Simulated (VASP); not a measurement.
# Quasiparticle energies of CuI (Marshite) in VASP

Aim: the quasiparticle gap of CuI (Marshite), and what it costs to get it. The cell is of the zinc-blende type. The start is a cell from a database of measured crystal structures.

Calculated with VASP 6.6.1; PBE; plane waves and PAW (Cu_GW, I_GW), in the first sound run; inputs show where later runs differ.

The database entry behind the starting cell differs from later determinations by our own check (about 0.15 % long (mineral sample)), so it need not match the best structure at ambient conditions.

## Step 1: Starting point

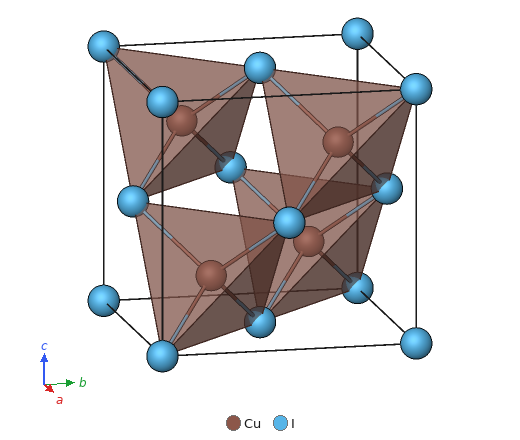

The starting structure, seen slightly off an axis (copper brown, iodine blue). This picture shows the conventional cell, with its axes. Bonds to atoms that aren't drawn are left out. Some periodic images of atoms are drawn too.

Coordinates:

```xyz
2
Lattice="0.0000 3.0315 3.0315 3.0315 0.0000 3.0315 3.0315 3.0315 0.0000" Properties=species:S:1:pos:R:3 pbc="T T T"
Cu    1.5157    1.5157    1.5157
I     0.0000    0.0000    0.0000
```

## Step 2: Ground state

The orbitals come from a self-consistent PBE run with a tight EDIFF and a narrow smearing. KPOINTS_OPT adds the bands along a path, which shows whether the mesh holds the band edges.

File INCAR:

```
SYSTEM = CuI
PREC = Accurate
ENCUT = 440
EDIFF = 1E-08
NELM = 100
ISMEAR = 0
SIGMA = 0.01
LREAL = .FALSE.
ALGO = Normal
GGA = PE
NBANDS = 15
LASPH = .TRUE.
LORBIT = 11
LWAVE = .TRUE.
LCHARG = .FALSE.
KPAR = 8
```

File POSCAR:

```
CuI
1.0
    0.0000000000      3.0315000000      3.0315000000
    3.0315000000      0.0000000000      3.0315000000
    3.0315000000      3.0315000000      0.0000000000
Cu I
1 1
Direct
    0.2500000000      0.2500000000      0.2500000000
    0.0000000000      0.0000000000      0.0000000000
```

File KPOINTS:

```
Automatic mesh
0
Gamma
6 6 6
0 0 0
```

File KPOINTS_OPT:

```
Line mode
12
Line-mode
Reciprocal
  0.00000000   0.00000000   0.00000000 GAMMA
  0.50000000   0.00000000   0.50000000 X

  0.50000000   0.00000000   0.50000000 X
  0.50000000   0.25000000   0.75000000 W

  0.50000000   0.25000000   0.75000000 W
  0.37500000   0.37500000   0.75000000 K

  0.37500000   0.37500000   0.75000000 K
  0.00000000   0.00000000   0.00000000 GAMMA

  0.00000000   0.00000000   0.00000000 GAMMA
  0.50000000   0.50000000   0.50000000 L

  0.50000000   0.50000000   0.50000000 L
  0.62500000   0.25000000   0.62500000 U

  0.62500000   0.25000000   0.62500000 U
  0.50000000   0.25000000   0.75000000 W

  0.50000000   0.25000000   0.75000000 W
  0.50000000   0.50000000   0.50000000 L

  0.50000000   0.50000000   0.50000000 L
  0.37500000   0.37500000   0.75000000 K

  0.62500000   0.25000000   0.62500000 U
  0.50000000   0.00000000   0.50000000 X
```

Potentials, in the order of the species: Cu_GW and I_GW (PBE family, release 64).

Started as:

```
mpirun -np 8 vasp_std
```

The log of the run:

```text
[banner, memory and clock lines left out]
running    8 mpi-ranks, on    1 nodes
 distrk:  each k-point on    1 cores,    8 groups
 distr:  one band on    1 cores,    1 groups

 POSCAR found type information on POSCAR CuI
 POSCAR found :  2 types and       2 ions
|                                                                             |
|           W    W    AA    RRRRR   N    N  II  N    N   GGGG   !!!           |
|           W    W   A  A   R    R  NN   N  II  NN   N  G    G  !!!           |
|           W    W  A    A  R    R  N N  N  II  N N  N  G       !!!           |
|           W WW W  AAAAAA  RRRRR   N  N N  II  N  N N  G  GGG   !            |
|           WW  WW  A    A  R   R   N   NN  II  N   NN  G    G                |
|           W    W  A    A  R    R  N    N  II  N    N   GGGG   !!!           |
|                                                                             |
|     For optimal performance we recommend to set                             |
|       NCORE = 2 up to number-of-cores-per-socket                            |
|     NCORE specifies how many cores store one orbital (NPAR=cpu/NCORE).      |
|     This setting can greatly improve the performance of VASP for DFT.       |
|     The default, NCORE=1 might be grossly inefficient on modern             |
|     multi-core architectures or massively parallel machines. Do your        |
|     Unfortunately you need to use the default for GW and RPA                |
|     calculations (for HF NCORE is supported but not extensively tested      |
|     yet).                                                                   |
|                                                                             |

 LDA part: xc-table for (Slater+PW92), standard interpolation
 POSCAR, INCAR and KPOINTS ok, starting setup
 FFT: planning ... GRIDC
 FFT: planning ... GRID_SOFT
 FFT: planning ... GRID
 WAVECAR not read
 entering main loop
       N       E                     dE             d eps       ncg     rms          rms(c)
DAV:   1     0.107926617835E+03    0.10793E+03   -0.72859E+03   480   0.943E+02
DAV:   2    -0.100132386225E+01   -0.10893E+03   -0.95192E+02   558   0.255E+02
DAV:   3    -0.562681725397E+01   -0.46255E+01   -0.45682E+01   620   0.526E+01
DAV:   4    -0.577891586424E+01   -0.15210E+00   -0.15202E+00   719   0.107E+01
DAV:   5    -0.578174157954E+01   -0.28257E-02   -0.28257E-02   628   0.125E+00    0.385E+00
DAV:   6    -0.572556592898E+01    0.56176E-01   -0.27892E+00   531   0.320E+01    0.593E+00
DAV:   7    -0.557791851761E+01    0.14765E+00   -0.56608E-01   537   0.179E+01    0.187E+00
DAV:   8    -0.557807936587E+01   -0.16085E-03   -0.79205E-02   650   0.435E+00    0.473E-01
DAV:   9    -0.557522299114E+01    0.28564E-02   -0.18073E-02   644   0.263E+00    0.637E-02
DAV:  10    -0.557531796774E+01   -0.94977E-04   -0.92517E-04   620   0.365E-01    0.209E-02
DAV:  11    -0.557535579970E+01   -0.37832E-04   -0.52676E-05   624   0.622E-02    0.909E-03
DAV:  12    -0.557535885017E+01   -0.30505E-05   -0.65399E-06   631   0.215E-02    0.591E-03
DAV:  13    -0.557535884857E+01    0.16021E-08   -0.16274E-06   748   0.173E-02    0.144E-03
DAV:  14    -0.557535881545E+01    0.33119E-07   -0.32541E-07   592   0.382E-03    0.726E-04
DAV:  15    -0.557535889502E+01   -0.79564E-07   -0.24771E-08   565   0.282E-03    0.240E-04
DAV:  16    -0.557535892029E+01   -0.25277E-07   -0.87836E-09   457   0.103E-03    0.757E-05
DAV:  17    -0.557535891790E+01    0.23902E-08   -0.18536E-09   352   0.754E-04
   1 F= -.55753589E+01 E0= -.55753589E+01  d E =-.958406E-14
 Start KPOINTS_OPT (optional k-point list driver)
k-point batch [1-16\120]
       N       E                     dE             ncg
DAV:   1     0.190510277168E+04   -0.40630E+04      480
DAV:   2     0.172196348554E+03   -0.17329E+04      551
DAV:   3     0.965272374995E+02   -0.75669E+02      648
DAV:   4     0.939118074963E+02   -0.26154E+01      759
DAV:   5     0.938827701051E+02   -0.29037E-01      648
DAV:   6     0.938819032113E+02   -0.86689E-03      763
DAV:   7     0.938818940543E+02   -0.91570E-05      687
DAV:   8     0.938818936950E+02   -0.35930E-06      758
DAV:   9     0.938818936911E+02   -0.38704E-08      543
[...]
k-point batch [113-120\120]
       N       E                     dE             ncg
DAV:   1     0.543358038517E+04   -0.34612E+04      248
DAV:   2     0.462666471898E+04   -0.80692E+03      261
DAV:   3     0.459674174695E+04   -0.29923E+02      345
DAV:   4     0.459565428551E+04   -0.10875E+01      362
DAV:   5     0.459564383829E+04   -0.10447E-01      331
DAV:   6     0.459564356983E+04   -0.26845E-03      367
DAV:   7     0.459564356643E+04   -0.34011E-05      331
DAV:   8     0.459564356630E+04   -0.13056E-06      374
DAV:   9     0.459564356630E+04   -0.11387E-08      274
 writing wavefunctions
```

Elapsed: 8.4 s, on 8 MPI ranks of Intel Xeon 6975P-C (Granite Rapids), shared host; peak memory 1.5 GiB.

Lines that name or quote the potential files are left out of all logs, and their timing lines are given in words.

Parts of OUTCAR (step 2):

```text
ion  position               nearest neighbor table
   1  0.250  0.250  0.250-   2 2.63   2 2.63   2 2.63   2 2.63
   2  0.000  0.000  0.000-   1 2.63   1 2.63   1 2.63   1 2.63

  LATTYP: Found a face centered cubic cell.
 ALAT       =     6.0630000000

 Subroutine GETGRP returns: Found 24 space group operations
 (whereof 24 operations were pure point group operations)

The static configuration has the point symmetry T_d .

 Found     16 irreducible k-points:

   k-points           NKPTS =     16   k-points in BZ     NKDIM =     16   number of bands    NBANDS=     15

   dimension x,y,z NGX =    30 NGY =   30 NGZ =   30
   dimension x,y,z NGXF=    60 NGYF=   60 NGZF=   60

   ENCUT  =  440.0 eV  32.34 Ry    5.69 a.u.   7.33  7.33  7.33*2*pi/ulx,y,z

   NELECT =      18.0000    total number of electrons

 k-points in reciprocal lattice and weights: Automatic mesh
   0.00000000  0.00000000  0.00000000       0.005
   0.16666667  0.00000000  0.00000000       0.037
   0.33333333  0.00000000  0.00000000       0.037
   0.50000000  0.00000000  0.00000000       0.019
   0.16666667  0.16666667  0.00000000       0.028
   0.33333333  0.16666667  0.00000000       0.111
   0.50000000  0.16666667  0.00000000       0.111
  -0.33333333  0.16666667  0.00000000       0.111
  -0.16666667  0.16666667  0.00000000       0.056
[...]
-0.33333333  0.33333333  0.16666667       0.111
  -0.33333333  0.50000000  0.16666667       0.056

 average (electrostatic) potential at core
       1 -54.6275       2 -92.8077

 E-fermi :   4.0126

 k-point     1 :       0.0000    0.0000    0.0000
  band No.  band energies     occupation
    ...
      5       2.1170      2.00000
      6       2.1170      2.00000
      7       3.9648      2.00000
      8       3.9648      2.00000
      9       3.9648      2.00000
     10       5.0771      0.00000
     11       8.8508      0.00000
     12       8.8508      0.00000
     13       8.8508      0.00000
     14      12.1308      0.00000
    ...

 k-point     2 :       0.1667    0.0000    0.0000
  band No.  band energies     occupation
    ...
      5       2.1081      2.00000
      6       2.1081      2.00000
      7       3.0977      2.00000
      8       3.7721      2.00000
      9       3.7721      2.00000
     10       6.0094      0.00000
     11       8.8446      0.00000
     12       9.1983      0.00000
     13       9.1983      0.00000
     14      12.7869      0.00000
    ...

 k-point     3 :       0.3333    0.0000    0.0000
  band No.  band energies     occupation
    ...
      5       2.1189      2.00000
      6       2.1189      2.00000
      7       2.4114      2.00000
      8       3.4260      2.00000
      9       3.4260      2.00000
     10       6.1943      0.00000
     11       9.4570      0.00000
     12       9.4570      0.00000
     13      10.3788      0.00000
     14      12.6177      0.00000
    ...

  Total        0.0089847      0.0089847      0.0089847     -0.0000000      0.0000000      0.0000000
  in kB        0.2583504      0.2583504      0.2583504     -0.0000000      0.0000000      0.0000000
  external PRESSURE =       0.2583504 kB  Pullay stress =       0.0000000 kB

  energy-cutoff  :      440.00
  volume of cell :       55.72
      direct lattice vectors                 reciprocal lattice vectors
     0.000000000  3.031500000  3.031500000    -0.164934851  0.164934851  0.164934851
     3.031500000  0.000000000  3.031500000     0.164934851 -0.164934851  0.164934851
     3.031500000  3.031500000  0.000000000     0.164934851  0.164934851 -0.164934851

 POSITION                                       TOTAL-FORCE (eV/Angst)
 -----------------------------------------------------------------------------------
      1.51575      1.51575      1.51575         0.000000     -0.000000      0.000000
      0.00000      0.00000      0.00000        -0.000000      0.000000     -0.000000
 -----------------------------------------------------------------------------------
    total drift:                                0.000002      0.000002      0.000002

  FREE ENERGIE OF THE ION-ELECTRON SYSTEM (eV)
  ---------------------------------------------------
  free  energy   TOTEN  =        -5.5753589179 eV

  energy  without entropy=       -5.5753589179  energy(sigma->0) =       -5.57535892

 total charge
# of ion       s       p       d       f       tot
--------------------------------------------------
    1        0.323   0.258   9.274   0.004   9.859
    2        1.595   3.095   0.069   0.000   4.759
--------------------------------------------------
tot          1.917   3.354   9.343   0.004  14.618

[... 3 further parts left out ...]
```

Numbers from this step:

| Item | Value |
| --- | --- |
| free energy (TOTEN) | -5.575 eV |
| Fermi energy | 4.013 eV |
| pressure | 0.02584 GPa |
| least gap on mesh and path | 1.112 eV |
| least direct gap on mesh and path | 1.112 eV |

The highest empty bands on the path are converged less tightly, to about 0.1 eV. The electronic bands at the labelled points (eV, zero at the valence-band top; v1 is the highest filled band, c1 the lowest empty one):

| point | v4 | v3 | v2 | v1 | c1 | c2 | c3 | c4 |
| --- | --- | --- | --- | --- | --- | --- | --- | --- |
| Γ | -1.85 | 0.00 | 0.00 | 0.00 | 1.11 | 4.89 | 4.89 | 4.89 |
| X | -1.79 | -1.76 | -1.49 | -1.49 | 2.71 | 2.90 | 9.17 | 9.77 |
| W | -1.90 | -1.77 | -1.60 | -1.26 | 4.49 | 4.66 | 6.01 | 6.39 |
| K | -1.82 | -1.71 | -1.50 | -1.24 | 3.09 | 4.62 | 7.55 | 7.87 |
| Γ | -1.85 | 0.00 | 0.00 | 0.00 | 1.11 | 4.89 | 4.89 | 4.89 |
| L | -1.82 | -1.78 | -0.71 | -0.71 | 2.14 | 5.43 | 5.43 | 7.39 |
| U | -1.82 | -1.71 | -1.50 | -1.24 | 3.09 | 4.62 | 7.55 | 7.87 |
| W | -1.90 | -1.77 | -1.60 | -1.26 | 4.49 | 4.66 | 6.01 | 6.39 |
| L | -1.82 | -1.78 | -0.71 | -0.71 | 2.14 | 5.43 | 5.43 | 7.39 |
| K | -1.82 | -1.71 | -1.50 | -1.24 | 3.09 | 4.62 | 7.55 | 7.87 |
| jump to U | -1.82 | -1.71 | -1.50 | -1.24 | 3.09 | 4.62 | 7.55 | 7.87 |
| X | -1.79 | -1.76 | -1.49 | -1.49 | 2.71 | 2.90 | 9.17 | 9.77 |

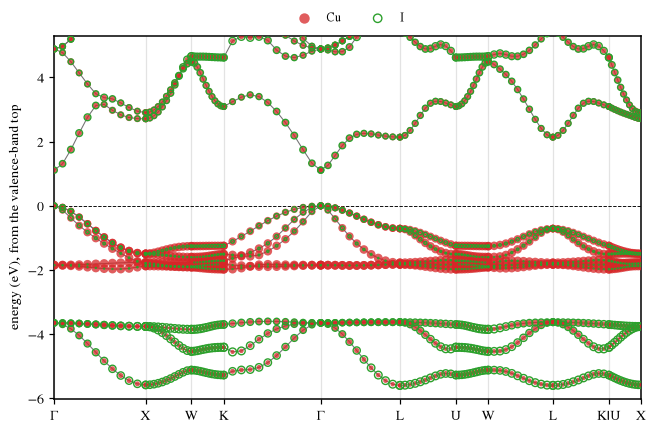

Electronic bands along the path; dots are coloured as in the legend, and their area grows with the weight.

The cell has a gap of 1.11 eV on mesh and path. Spin-orbit coupling is left out, which can shift or reorder these edges.

## Step 3: Empty bands

The next step needs empty bands that the ground-state run didn't converge, so the Hamiltonian is diagonalised exactly for NBANDS bands, in a single step. LOPTICS writes the k-derivatives of the orbitals (WAVEDER), which give the long-wavelength limit of the screening.

File INCAR:

```
SYSTEM = CuI
PREC = Accurate
ENCUT = 440
ISMEAR = 0
SIGMA = 0.01
LREAL = .FALSE.
GGA = PE
NBANDS = 128
LASPH = .TRUE.
ALGO = Exact
NELM = 1
LWAVE = .TRUE.
LCHARG = .FALSE.
LOPTICS = .TRUE.
NEDOS = 1000
CSHIFT = 0.1
```

POSCAR is that of step 2.

KPOINTS is that of step 2.

Started as:

```
mpirun -np 8 vasp_std
```

The log of the run:

```text
[banner, memory and clock lines left out]
running    8 mpi-ranks, on    1 nodes
 distrk:  each k-point on    8 cores,    1 groups
 distr:  one band on    1 cores,    8 groups

 POSCAR found type information on POSCAR CuI
 POSCAR found :  2 types and       2 ions
 [... a notice as in an earlier step ...]

 LDA part: xc-table for (Slater+PW92), standard interpolation
 found WAVECAR, reading the header
  number of bands has changed, file:    15 present:   128
  trying to continue reading WAVECAR, but it might fail
 POSCAR, INCAR and KPOINTS ok, starting setup
 FFT: planning ... GRIDC
 FFT: planning ... GRID_SOFT
 FFT: planning ... GRID
 reading WAVECAR
 random initialization beyond band           15
 the WAVECAR file was read successfully
 initial charge from wavefunction
 entering main loop
       N       E                     dE             d eps       ncg     rms          rms(c)
DIA:   1    -0.557535891822E+01   -0.55754E+01    0.00000E+00     0   0.000E+00
   1 F= -.55753589E+01 E0= -.55753589E+01  d E =-.409465E-48
 writing wavefunctions
 optical routines
 imaginary and real dielectric function
 recalculating local potential from charge density
 direction            1
 direction            2
 direction            3
```

It took 8.4 s on 8 MPI ranks; peak memory 1.6 GiB.

OUTCAR, selected parts (step 3):

```text
The static configuration has the point symmetry T_d .

 Found     16 irreducible k-points:

   k-points           NKPTS =     16   k-points in BZ     NKDIM =     16   number of bands    NBANDS=    128

   NELECT =      18.0000    total number of electrons

 E-fermi :   4.0658

 k-point     2 :       0.1667    0.0000    0.0000
  band No.  band energies     occupation
    ...
      5       2.1082      2.00000
      6       2.1082      2.00000
      7       3.0977      2.00000
      8       3.7721      2.00000
      9       3.7721      2.00000
     10       6.0094      0.00000
     11       8.8446      0.00000
     12       9.1983      0.00000
     13       9.1983      0.00000
     14      12.7869      0.00000
    ...

 k-point     4 :       0.5000    0.0000    0.0000
  band No.  band energies     occupation
    ...
      5       2.1449      2.00000
      6       2.1449      2.00000
      7       2.1890      2.00000
      8       3.2574      2.00000
      9       3.2574      2.00000
     10       6.1048      0.00000
     11       9.3912      0.00000
     12       9.3912      0.00000
     13      11.3570      0.00000
     14      13.0708      0.00000
    ...

  Total        0.0086614      0.0086614      0.0086614      0.0000000      0.0000000     -0.0000000
  in kB        0.2490547      0.2490547      0.2490547      0.0000000      0.0000000     -0.0000000
  external PRESSURE =       0.2490547 kB  Pullay stress =       0.0000000 kB

 POSITION                                       TOTAL-FORCE (eV/Angst)
 -----------------------------------------------------------------------------------
      1.51575      1.51575      1.51575         0.000000      0.000000      0.000000
      0.00000      0.00000      0.00000        -0.000000     -0.000000     -0.000000
 -----------------------------------------------------------------------------------
    total drift:                                0.000002      0.000002      0.000002

  FREE ENERGIE OF THE ION-ELECTRON SYSTEM (eV)
  ---------------------------------------------------
  free  energy   TOTEN  =        -5.5753589182 eV

  energy  without entropy=       -5.5753589182  energy(sigma->0) =       -5.57535892

 plasma frequency squared (from intraband transitions) (eV^2)
  --------------------------------------------------------------------------------------
       0.000       0.000      -0.000
       0.000       0.000       0.000
      -0.000       0.000       0.000

[... 11 parts as in an earlier step ...]

[... 1 further part left out ...]
```

WAVECAR now holds 128 bands for 18 electrons. Its independent-particle dielectric tensor has xx, yy, zz = 7.5, 7.5, 7.5 on this mesh, which isn't tested for convergence; a coarse zone-centred mesh tends to overstate it, local fields are missing, and the same mesh feeds the screening.

[end of part 1 of 3]

[Lines on the potential files, build, host, timing and source positions are cut from VASP's logs without a mark.]

[Logs are printed without paths, hosts, clocks, repeated set-up lines and the standing remarks that a program may print on its own settings, such as how far it seeks lower states.]

[Hosts, paths, dates, database ids (printed as entryN), source tags and the programs' standing remarks are cut or masked in the printed files.]

[Measured values are set beside computed ones only where the two were judged alike; some that the calculation misses by far are left out.]

[Pressures printed for these runs are not shown converged in the cutoff: they can be off by several GPa and have the wrong sign.]
